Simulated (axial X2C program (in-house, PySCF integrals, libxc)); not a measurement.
# A two-component session on InH: properties at the nuclei

Wanted for InH: properties at the nuclei, at the two-component level.

Method: two-component X2C with atomic mean-field terms, In dyall-acv3z, H dyall-av3z; program: an in-house X2C program for linear molecules on PySCF integrals.

All values are calculated.

**1. Set-up**

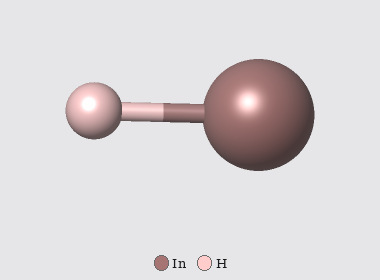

The two atoms at 1.740 Å (indium brown, hydrogen pink).

Contents of task.json:

```json
{"zs": [49, 1], "q": 0, "bas": ["dyall-acv3z", "dyall-av3z"], "r0": 1.74, "levels": ["PBE0", "HF", "B3LYP"], "nst": 1, "ff": 1, "thr": -3.5, "nmax": 130, "opt": {"ecut": 60}}
```

Keys: zs atomic numbers; q charge; bas basis sets; r0 starting distance in Å; levels methods (HF also brings MP2); nst determinants followed; ff finite-field run; thr threshold in hartree for freezing inner shells (an s shell follows its p shell); nmax most natural virtual spinors; ecut virtual cutoff in hartree.

Launch:

```console
$ python soeom.py task.json out
```

Nuclei are Gaussian, cores are contracted, and the Gaunt term is on.

**2. Expectation values, lowest determinant**

R = 1.850 Å. State: Ω = 0 (closed shell).

Output of the PBE0 run:

```text
two-component X2C + atomic mean field  PBE0
basis functions 171  fitting functions 875  grid points 5071
iter        total energy     max residual
   1      -5878.790390296     5.01e-06
   2      -5878.790390300     5.04e-06
   3      -5878.790390301     1.35e-06
converged
one-electron -8115.80308790  Coulomb 2387.51557889  exact exchange -39.71226901  xc functional -121.53060285  nuclear repulsion 14.01604505  atomic mean-field constant -3.27605448
```

The highest occupied spinor is 46% In p, 27% H s, 19% In s.

| level | qzz In (a.u.) | qzz H (a.u.) | μ (D) |
| --- | --- | --- | --- |
| PBE0 | -6.83 | 0.06 | -0.80 |
| HF | -6.87 | 0.06 | -0.57 |
| B3LYP | -6.76 | 0.06 | -0.94 |

qzz is the electric field gradient, eQq0 = 234.96 MHz × Q/barn × qzz; μ is positive if H is the positive end. The operators were transformed with the bare-nucleus X2C matrices.

**3. Finite-field coupled cluster**

Output:

```text
two-component X2C + atomic mean field  HF
basis functions 171  fitting functions 875  grid points 5071
iter        total energy     max residual
   1      -5876.396594466     2.20e-01
   2      -5876.416649220     5.27e-03
   3      -5876.417365875     1.14e-03
   4      -5876.417440458     4.91e-04
   5      -5876.417448213     1.67e-04
   6      -5876.417449931     3.88e-05
   7      -5876.417450098     2.44e-05
   8      -5876.417450179     1.45e-05
   9      -5876.417450203     7.58e-06
  10      -5876.417450212     1.78e-06
  11      -5876.417450212     2.36e-07
converged
one-electron -8115.15793179  Coulomb 2386.93014451  exact exchange -158.92965349  xc functional 0.00000000  nuclear repulsion 14.01604505  atomic mean-field constant -3.27605448
correlated 14  virtual 260  natural virtual 130  E(MP2) -0.508007414  MP2 remainder -0.008436555
iter   CCSD correlation   residual
   1     -0.461679638   1.24e-01
   2     -0.473619467   4.41e-02
   3     -0.474608939   1.72e-02
   4     -0.474577477   3.58e-03
   5     -0.474620898   9.15e-04
   6     -0.474616197   3.18e-04
   7     -0.474615697   1.19e-04
   8     -0.474617185   5.49e-05
   9     -0.474616223   2.89e-05
  10     -0.474616448   1.47e-05
  11     -0.474616364   5.82e-06
  12     -0.474616461   2.24e-06
  13     -0.474616465   8.47e-07
(T) -0.015381321  T1 0.0224  D1 0.0557  max T2 0.078
```

T1 in the output is the amplitude norm over the root of the electron number; divide by √2 for the Lee–Taylor value.

14 electrons correlated in 130 natural virtual spinors, MP2 remainder added; T1 = 0.016.

| level | qzz In (a.u.) | qzz H (a.u.) | μ (D) |
| --- | --- | --- | --- |
| HF | -6.87 | 0.06 | -0.57 |
| MP2 | -6.54 | 0.06 | -1.11 |
| CCSD | -6.50 | 0.06 | -0.88 |
| CCSD(T) | -6.45 | 0.06 | -0.89 |

**4. Summary of results**

| quantity | value |
| --- | --- |
| lowest determinant | Ω = 0 (closed shell) |
| qzz In (a.u.), PBE0 | -6.83 |
| qzz H (a.u.), PBE0 | 0.06 |
| μ (D), PBE0 | -0.80 |
| qzz In (a.u.), CCSD(T) | -6.45 |
| qzz H (a.u.), CCSD(T) | 0.06 |
| μ (D), CCSD(T) | -0.89 |

What this shows: The expectation values come from single determinants, which for open shells can mix terms of unlike spin or miss the lowest Ω, so a determinant need not be a state. qzz is the electric field gradient, eQq0 = 234.96 MHz × Q/barn × qzz; μ is positive if H is the positive end. The operators were transformed with the bare-nucleus X2C matrices. Correlation of the inner shells is missing, which matters for properties at the nucleus.
